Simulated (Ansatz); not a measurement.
**Run report: ZrN2H5ClO, molecular dynamics (part 4 of 4)**

The same run, continued: ZrN2H5ClO; RKS LDA/def2-SVP (Ansatz 0.2.0). It belongs to a series of runs on one base structure; here: dynamics from the start.

Geometry of the input (Å):
```
Zr -0.1436  -0.0423  -0.0796
O  -0.3697  -0.0438  1.8195
H  -0.1854  0.0981  2.7600
N  1.8135  -0.0463  -0.5861
H  2.3352  -0.7852  -1.0733
H  2.4681  0.7145  -0.3564
Cl -1.1364  1.8544  -1.1068
N  -0.8897  -1.7672  -0.8016
H  -1.2413  -2.5699  -0.2637
H  -1.1178  -1.9130  -1.7957
```

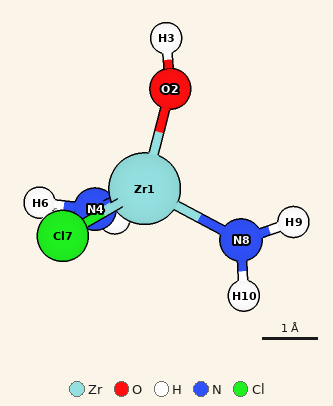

The geometry at step 230 of the log (ball-and-stick view, seen at a tilt; atoms are numbered from 1 in the order of the input).

Trajectory as extended XYZ, continued:
```
10
Properties=species:S:1:pos:R:3:forces:R:3 step=153 time_fs=38.2 energy=-18826.96925 temperature=62.9
Zr   -0.1609   -0.0406   -0.0612    0.4431   0.2552  -0.3945
O    -0.5016   -0.0883    1.8187   -0.1418  -0.0104  -0.2491
H    -0.2806    0.0654    2.7423    0.0891   0.0455   0.4199
N     1.8276    0.0826   -0.5081   -1.0929  -0.0856   0.2598
H     2.4257   -0.6997   -0.7604    0.4105  -0.2003  -0.1384
H     2.3203    0.9758   -0.5474    0.3221   0.1653  -0.0172
Cl   -1.0914    1.8364   -1.1918   -0.0139  -0.0958   0.1053
N    -0.8099   -1.8053   -0.7781   -0.0293   0.1387   0.2594
H    -1.3280   -2.4872   -0.2074    0.0490  -0.0867  -0.1201
H    -0.9148   -2.0174   -1.7758   -0.0357  -0.1258  -0.1252
10
Properties=species:S:1:pos:R:3:forces:R:3 step=160 time_fs=40.0 energy=-18826.97159 temperature=64.4
Zr   -0.1617   -0.0397   -0.0608    0.4304   0.2113  -0.3869
O    -0.5100   -0.0892    1.8175   -0.0724   0.0387   0.0159
H    -0.2818    0.0653    2.7444    0.0262   0.0027   0.1706
N     1.8262    0.0872   -0.5064   -0.8179  -0.5237   0.1542
H     2.4385   -0.7043   -0.7436    0.1108   0.2174  -0.0158
H     2.3119    0.9833   -0.5446    0.3648   0.1901  -0.0293
Cl   -1.0887    1.8339   -1.1938   -0.0320  -0.0608   0.0848
N    -0.8092   -1.8063   -0.7739    0.1153   0.2723  -0.2489
H    -1.3186   -2.4918   -0.2132   -0.1143  -0.2937   0.0506
H    -0.8971   -2.0217   -1.7808   -0.0109  -0.0542   0.2048
10
Properties=species:S:1:pos:R:3:forces:R:3 step=167 time_fs=41.8 energy=-18826.96882 temperature=61.0
Zr   -0.1624   -0.0387   -0.0606    0.3825   0.1647  -0.3623
O    -0.5186   -0.0899    1.8163    0.0131   0.0938   0.3196
H    -0.2821    0.0636    2.7477   -0.0508  -0.0463  -0.1239
N     1.8231    0.0910   -0.5043   -0.3738  -0.7008   0.0505
H     2.4527   -0.7070   -0.7261   -0.1860   0.5881   0.0813
H     2.3083    0.9931   -0.5420    0.2672   0.0011  -0.0251
Cl   -1.0862    1.8314   -1.1955   -0.0501  -0.0254   0.0634
N    -0.8083   -1.8071   -0.7703    0.1845   0.3075  -0.5495
H    -1.3100   -2.5009   -0.2188   -0.1864  -0.3810   0.1331
H    -0.8806   -2.0256   -1.7833   -0.0003  -0.0018   0.4130
10
Properties=species:S:1:pos:R:3:forces:R:3 step=174 time_fs=43.5 energy=-18826.97161 temperature=63.7
Zr   -0.1630   -0.0379   -0.0606    0.3161   0.1274  -0.3079
O    -0.5268   -0.0905    1.8157    0.0681   0.1216   0.4569
H    -0.2829    0.0591    2.7491   -0.0937  -0.0680  -0.2699
N     1.8192    0.0932   -0.5022   -0.0054  -0.4620   0.0145
H     2.4644   -0.7014   -0.7074   -0.2910   0.6685   0.0945
H     2.3082    1.0039   -0.5389    0.0700  -0.3150  -0.0086
Cl   -1.0837    1.8290   -1.1970   -0.0681   0.0100   0.0410
N    -0.8070   -1.8071   -0.7679    0.0957   0.1369  -0.4319
H    -1.3039   -2.5161   -0.2233   -0.0871  -0.2245   0.0461
H    -0.8638   -2.0297   -1.7801   -0.0046   0.0053   0.3655
10
Properties=species:S:1:pos:R:3:forces:R:3 step=181 time_fs=45.2 energy=-18826.97917 temperature=70.7
Zr   -0.1636   -0.0371   -0.0608    0.2405   0.0963  -0.2233
O    -0.5347   -0.0909    1.8159    0.0749   0.1161   0.3604
H    -0.2848    0.0537    2.7471   -0.0832  -0.0557  -0.2049
N     1.8153    0.0945   -0.5004    0.1241   0.0177   0.0517
H     2.4725   -0.6857   -0.6873   -0.1631   0.4188   0.0316
H     2.3097    1.0110   -0.5351   -0.1177  -0.5441   0.0095
Cl   -1.0813    1.8266   -1.1984   -0.0853   0.0440   0.0184
N    -0.8057   -1.8066   -0.7661   -0.0717  -0.1247   0.0022
H    -1.2999   -2.5350   -0.2283    0.0953   0.0677  -0.1154
H    -0.8464   -2.0328   -1.7713   -0.0137  -0.0361   0.0698
10
Properties=species:S:1:pos:R:3:forces:R:3 step=188 time_fs=47.0 energy=-18826.98054 temperature=72.3
Zr   -0.1643   -0.0363   -0.0610    0.1615   0.0553  -0.1274
O    -0.5422   -0.0910    1.8166    0.0364   0.0867   0.0734
H    -0.2876    0.0488    2.7421   -0.0244  -0.0182   0.0369
N     1.8116    0.0956   -0.4985    0.0150   0.4209   0.1213
H     2.4788   -0.6648   -0.6669    0.0929  -0.0003  -0.0559
H     2.3097    1.0115   -0.5315   -0.1974  -0.5257   0.0202
Cl   -1.0790    1.8240   -1.1998   -0.1020   0.0777  -0.0042
N    -0.8048   -1.8063   -0.7643   -0.1959  -0.3051   0.4591
H    -1.2954   -2.5534   -0.2360    0.2253   0.3004  -0.2062
H    -0.8290   -2.0361   -1.7603   -0.0112  -0.0916  -0.3172
10
Properties=species:S:1:pos:R:3:forces:R:3 step=195 time_fs=48.8 energy=-18826.97763 temperature=71.0
Zr   -0.1648   -0.0353   -0.0611    0.0701  -0.0096  -0.0390
O    -0.5495   -0.0911    1.8174   -0.0065   0.0596  -0.2247
H    -0.2912    0.0443    2.7374    0.0395   0.0181   0.2870
N     1.8077    0.0976   -0.4965   -0.1938   0.5082   0.1777
H     2.4866   -0.6436   -0.6459    0.3143  -0.3831  -0.1191
H     2.3072    1.0050   -0.5270   -0.1377  -0.2239   0.0193
Cl   -1.0769    1.8215   -1.2012   -0.1183   0.1113  -0.0266
N    -0.8044   -1.8070   -0.7615   -0.1978  -0.3321   0.5390
H    -1.2889   -2.5674   -0.2464    0.2243   0.3396  -0.1585
H    -0.8118   -2.0411   -1.7540    0.0059  -0.0881  -0.4551
10
Properties=species:S:1:pos:R:3:forces:R:3 step=202 time_fs=50.5 energy=-18826.97636 temperature=66.5
Zr   -0.1653   -0.0342   -0.0613   -0.0257  -0.0826   0.0396
O    -0.5566   -0.0909    1.8177   -0.0016   0.0612  -0.3234
H    -0.2940    0.0399    2.7360    0.0529   0.0256   0.3451
N     1.8035    0.1005   -0.4943   -0.2174   0.1176   0.1708
H     2.4989   -0.6290   -0.6270    0.2574  -0.4493  -0.1125
H     2.3029    0.9955   -0.5219    0.0228   0.2432   0.0098
Cl   -1.0747    1.8191   -1.2026   -0.1352   0.1460  -0.0494
N    -0.8045   -1.8082   -0.7575   -0.0692  -0.2272   0.1484
H    -1.2805   -2.5762   -0.2593    0.0927   0.1670   0.0189
H    -0.7947   -2.0472   -1.7544    0.0234  -0.0015  -0.2472
10
Properties=species:S:1:pos:R:3:forces:R:3 step=209 time_fs=52.2 energy=-18826.96910 temperature=59.7
Zr   -0.1657   -0.0329   -0.0615   -0.1271  -0.1742   0.1021
O    -0.5634   -0.0907    1.8174    0.0799   0.1021  -0.1189
H    -0.2958    0.0365    2.7396   -0.0149  -0.0067   0.1128
N     1.7991    0.1038   -0.4919    0.0380  -0.4484   0.1209
H     2.5146   -0.6209   -0.6092   -0.0431  -0.2416  -0.0649
H     2.2988    0.9893   -0.5163    0.1561   0.6142  -0.0002
Cl   -1.0726    1.8169   -1.2039   -0.1537   0.1838  -0.0738
N    -0.8046   -1.8103   -0.7535    0.1295  -0.0380  -0.4145
H    -1.2714   -2.5827   -0.2722   -0.0900  -0.1033   0.2323
H    -0.7779   -2.0527   -1.7586    0.0251   0.1120   0.1041
10
Properties=species:S:1:pos:R:3:forces:R:3 step=216 time_fs=54.0 energy=-18826.95690 temperature=50.2
Zr   -0.1662   -0.0318   -0.0616   -0.2204  -0.2646   0.1571
O    -0.5700   -0.0905    1.8170    0.1774   0.1480   0.1539
H    -0.2973    0.0333    2.7447   -0.1014  -0.0451  -0.1815
N     1.7949    0.1061   -0.4893    0.4855  -0.6734   0.0722
H     2.5291   -0.6162   -0.5924   -0.3563   0.0090  -0.0258
H     2.2967    0.9920   -0.5120    0.1047   0.5994  -0.0028
Cl   -1.0704    1.8147   -1.2052   -0.1719   0.2213  -0.0979
N    -0.8042   -1.8126   -0.7504    0.2658   0.0758  -0.7900
H    -1.2637   -2.5907   -0.2824   -0.1984  -0.2638   0.3570
H    -0.7608   -2.0572   -1.7615    0.0149   0.1934   0.3579
10
Properties=species:S:1:pos:R:3:forces:R:3 step=223 time_fs=55.8 energy=-18826.95240 temperature=47.2
Zr   -0.1667   -0.0307   -0.0616   -0.2972  -0.3549   0.2159
O    -0.5762   -0.0902    1.8172    0.2181   0.1636   0.2179
H    -0.3012    0.0284    2.7469   -0.1302  -0.0541  -0.2753
N     1.7916    0.1072   -0.4866    0.9181  -0.4428   0.0496
H     2.5390   -0.6111   -0.5761   -0.5135   0.1383  -0.0155
H     2.2959    1.0030   -0.5084   -0.1095   0.2453   0.0005
Cl   -1.0684    1.8125   -1.2065   -0.1887   0.2561  -0.1209
N    -0.8035   -1.8150   -0.7486    0.2371   0.0010  -0.7203
H    -1.2601   -2.6026   -0.2868   -0.1384  -0.1458   0.2973
H    -0.7444   -2.0591   -1.7590    0.0041   0.1934   0.3508
10
Properties=species:S:1:pos:R:3:forces:R:3 step=230 time_fs=57.5 energy=-18826.95219 temperature=47.1
Zr   -0.1674   -0.0297   -0.0613   -0.3505  -0.4478   0.2644
O    -0.5819   -0.0900    1.8179    0.1863   0.1477   0.0262
H    -0.3071    0.0234    2.7448   -0.0856  -0.0322  -0.1161
N     1.7900    0.1076   -0.4839    1.1152  -0.0052   0.0600
H     2.5421   -0.6054   -0.5605   -0.4709   0.1162  -0.0297
H     2.2929    1.0173   -0.5039   -0.3202  -0.1680   0.0018
Cl   -1.0664    1.8105   -1.2081   -0.2020   0.2847  -0.1399
N    -0.8023   -1.8180   -0.7483    0.0971  -0.1597  -0.2753
H    -1.2584   -2.6173   -0.2872    0.0264   0.1520   0.1192
H    -0.7281   -2.0574   -1.7519    0.0042   0.1124   0.0893
10
Properties=species:S:1:pos:R:3:forces:R:3 step=237 time_fs=59.2 energy=-18826.94882 temperature=44.0
Zr   -0.1681   -0.0289   -0.0609   -0.3625  -0.5363   0.2824
O    -0.5873   -0.0896    1.8181    0.1365   0.1261  -0.1993
H    -0.3135    0.0185    2.7415   -0.0272  -0.0062   0.0922
N     1.7905    0.1084   -0.4809    0.9459   0.4060   0.1025
H     2.5397   -0.5980   -0.5452   -0.2324  -0.0660  -0.0592
H     2.2855    1.0292   -0.4980   -0.4008  -0.3969  -0.0050
Cl   -1.0645    1.8086   -1.2099   -0.2127   0.3082  -0.1554
N    -0.8007   -1.8212   -0.7487   -0.0301  -0.2467   0.2436
H    -1.2567   -2.6296   -0.2854    0.1695   0.4108  -0.0494
H    -0.7120   -2.0543   -1.7437    0.0138   0.0010  -0.2523
10
Properties=species:S:1:pos:R:3:forces:R:3 step=244 time_fs=61.0 energy=-18826.94776 temperature=43.8
Zr   -0.1690   -0.0283   -0.0605   -0.3376  -0.6176   0.2698
O    -0.5921   -0.0891    1.8176    0.0982   0.1107  -0.3517
H    -0.3212    0.0138    2.7393    0.0143   0.0116   0.2417
N     1.7929    0.1102   -0.4778    0.4795   0.5906   0.1561
H     2.5335   -0.5921   -0.5305    0.0904  -0.3018  -0.0865
H     2.2727    1.0359   -0.4928   -0.3036  -0.3458  -0.0189
Cl   -1.0627    1.8071   -1.2119   -0.2197   0.3246  -0.1663
N    -0.7994   -1.8251   -0.7486   -0.0391  -0.1648   0.5067
H    -1.2536   -2.6361   -0.2838    0.2027   0.4694  -0.1170
H    -0.6956   -2.0521   -1.7389    0.0149  -0.0770  -0.4339
10
Properties=species:S:1:pos:R:3:forces:R:3 step=251 time_fs=62.8 energy=-18826.95178 temperature=47.4
Zr   -0.1698   -0.0280   -0.0600   -0.2915  -0.6872   0.2336
O    -0.5965   -0.0884    1.8164    0.1120   0.1155  -0.2842
H    -0.3293    0.0090    2.7408   -0.0024   0.0072   0.1868
N     1.7962    0.1133   -0.4740   -0.0534   0.3963   0.2001
H     2.5276   -0.5905   -0.5164    0.3129  -0.4291  -0.0984
H     2.2562    1.0373   -0.4876   -0.0539  -0.0233  -0.0370
Cl   -1.0608    1.8057   -1.2140   -0.2243   0.3355  -0.1736
N    -0.7981   -1.8296   -0.7475    0.1004   0.0690   0.3524
H    -1.2486   -2.6365   -0.2836    0.1129   0.3013  -0.0624
H    -0.6794   -2.0517   -1.7397   -0.0127  -0.0853  -0.3173
10
Properties=species:S:1:pos:R:3:forces:R:3 step=258 time_fs=64.5 energy=-18826.95098 temperature=46.0
Zr   -0.1709   -0.0280   -0.0594   -0.2402  -0.7396   0.1746
O    -0.6007   -0.0875    1.8144    0.1733   0.1371   0.0008
H    -0.3362    0.0052    2.7454   -0.0729  -0.0157  -0.0653
N     1.7993    0.1173   -0.4697   -0.4047  -0.1320   0.2252
H     2.5249   -0.5944   -0.5034    0.3070  -0.3283  -0.0937
H     2.2392    1.0371   -0.4836    0.2464   0.4068  -0.0549
Cl   -1.0592    1.8046   -1.2164   -0.2261   0.3399  -0.1768
N    -0.7963   -1.8343   -0.7454    0.3360   0.3594  -0.1287
H    -1.2425   -2.6338   -0.2835   -0.0436   0.0076   0.0601
H    -0.6643   -2.0531   -1.7457   -0.0752  -0.0352   0.0586
10
Properties=species:S:1:pos:R:3:forces:R:3 step=265 time_fs=66.2 energy=-18826.94402 temperature=42.6
Zr   -0.1721   -0.0282   -0.0589   -0.1903  -0.7608   0.1208
O    -0.6045   -0.0863    1.8125    0.2110   0.1467   0.2229
H    -0.3438    0.0011    2.7491   -0.1222  -0.0290  -0.2524
N     1.8015    0.1210   -0.4646   -0.3985  -0.6068   0.2310
H     2.5264   -0.6029   -0.4915    0.0928  -0.0122  -0.0812
H     2.2263    1.0422   -0.4794    0.4085   0.5663  -0.0655
Cl   -1.0577    1.8040   -1.2190   -0.2260   0.3386  -0.1769
N    -0.7939   -1.8383   -0.7436    0.5339   0.6101  -0.5085
H    -1.2374   -2.6301   -0.2815   -0.1767  -0.2468   0.1605
H    -0.6510   -2.0545   -1.7503   -0.1324  -0.0063   0.3493
10
Properties=species:S:1:pos:R:3:forces:R:3 step=272 time_fs=68.0 energy=-18826.94258 temperature=42.1
Zr   -0.1735   -0.0286   -0.0583   -0.1422  -0.7547   0.0880
O    -0.6080   -0.0850    1.8114    0.1828   0.1302   0.1968
H    -0.3535   -0.0046    2.7492   -0.1051  -0.0182  -0.2027
N     1.8028    0.1238   -0.4585   -0.1669  -0.7175   0.2247
H     2.5299   -0.6114   -0.4803   -0.1469   0.3308  -0.0713
H     2.2179    1.0546   -0.4751    0.3785   0.3322  -0.0651
Cl   -1.0565    1.8034   -1.2217   -0.2249   0.3343  -0.1757
N    -0.7905   -1.8411   -0.7431    0.5613   0.6694  -0.5100
H    -1.2350   -2.6294   -0.2773   -0.1857  -0.2767   0.1428
H    -0.6402   -2.0557   -1.7494   -0.1511  -0.0300   0.3726
10
Properties=species:S:1:pos:R:3:forces:R:3 step=279 time_fs=69.8 energy=-18826.94570 temperature=45.2
Zr   -0.1750   -0.0294   -0.0576   -0.0968  -0.7069   0.0677
O    -0.6112   -0.0832    1.8107    0.1011   0.0946  -0.0423
H    -0.3656   -0.0115    2.7460   -0.0344   0.0089   0.0546
N     1.8036    0.1252   -0.4517    0.0611  -0.3625   0.2104
H     2.5320   -0.6142   -0.4706   -0.2256   0.4840  -0.0683
H     2.2147    1.0713   -0.4719    0.1995  -0.1823  -0.0529
Cl   -1.0554    1.8031   -1.2244   -0.2202   0.3219  -0.1700
N    -0.7863   -1.8424   -0.7440    0.4062   0.5007  -0.1657
H    -1.2355   -2.6322   -0.2714   -0.0600  -0.0654  -0.0045
H    -0.6316   -2.0572   -1.7440   -0.1309  -0.0928   0.1710
10
Properties=species:S:1:pos:R:3:forces:R:3 step=286 time_fs=71.5 energy=-18826.94295 temperature=46.2
Zr   -0.1764   -0.0304   -0.0571   -0.0478  -0.6276   0.0548
O    -0.6144   -0.0812    1.8099    0.0216   0.0613  -0.2853
H    -0.3789   -0.0182    2.7430    0.0328   0.0320   0.3142
N     1.8043    0.1257   -0.4444    0.0925   0.2036   0.1959
H     2.5308   -0.6100   -0.4615   -0.0934   0.3849  -0.0715
H     2.2149    1.0858   -0.4683    0.0102  -0.6585  -0.0357
Cl   -1.0545    1.8030   -1.2273   -0.2136   0.3044  -0.1616
N    -0.7811   -1.8426   -0.7453    0.1622   0.2331   0.3380
H    -1.2379   -2.6360   -0.2658    0.1172   0.2365  -0.1896
H    -0.6252   -2.0605   -1.7360   -0.0817  -0.1695  -0.1592
10
Properties=species:S:1:pos:R:3:forces:R:3 step=293 time_fs=73.2 energy=-18826.94158 temperature=47.3
Zr   -0.1781   -0.0316   -0.0566    0.0075  -0.5244   0.0420
O    -0.6179   -0.0786    1.8089   -0.0082   0.0421  -0.3326
H    -0.3917   -0.0241    2.7436    0.0486   0.0395   0.3760
N     1.8051    0.1270   -0.4368   -0.1240   0.6002   0.1887
H     2.5276   -0.6002   -0.4538    0.1663   0.1189  -0.0767
H     2.2149    1.0917   -0.4650   -0.0603  -0.7983  -0.0239
Cl   -1.0537    1.8033   -1.2307   -0.2039   0.2790  -0.1487
N    -0.7754   -1.8425   -0.7459    0.0078   0.0843   0.6556
H    -1.2388   -2.6359   -0.2628    0.2020   0.3761  -0.2652
H    -0.6202   -2.0661   -1.7291   -0.0358  -0.2174  -0.4151
10
Properties=species:S:1:pos:R:3:forces:R:3 step=300 time_fs=75.0 energy=-18826.95334 temperature=54.7
Zr   -0.1797   -0.0330   -0.0561    0.0657  -0.4024   0.0257
O    -0.6214   -0.0756    1.8078    0.0275   0.0375  -0.0857
H    -0.4038   -0.0289    2.7494   -0.0026   0.0318   0.1422
N     1.8059    0.1293   -0.4289   -0.4560   0.6133   0.1905
H     2.5261   -0.5886   -0.4480    0.3990  -0.1599  -0.0805
H     2.2145    1.0868   -0.4618    0.0123  -0.5394  -0.0236
Cl   -1.0530    1.8040   -1.2341   -0.1907   0.2447  -0.1305
N    -0.7697   -1.8425   -0.7448    0.0393   0.0780   0.4721
H    -1.2372   -2.6303   -0.2638    0.1410   0.2681  -0.1800
H    -0.6165   -2.0750   -1.7285   -0.0354  -0.1716  -0.3303
```

Results in brief:

| quantity | value |
| --- | --- |
| outcome | finished |
| mean temperature over the second half | 54 K |
| trajectory | 300 steps, 75 fs |
| ensemble | nvt_langevin |
| temperature in the input | 100.0 K |
| time step | 0.25 fs |
| potential energy (last step) | −18826.9534 eV |
| mean-field energy (last step) | −18826.9534 eV |
| largest force (length of the vector) (last step) | 0.788 eV/Å |
| hardware | 2 threads of Arm Neoverse N1, 98 GiB of memory available, shared host |
| wall time | 13 min (CPU time 25 min) |
| peak memory | 0.17 GiB |

Notes:

So short a trajectory is not equilibrated. The logged temperature at the start can lie below the typed one, since it is counted over all degrees of freedom. The temperature stays far from the 100 K of the thermostat over the second half: the run isn't equilibrated.
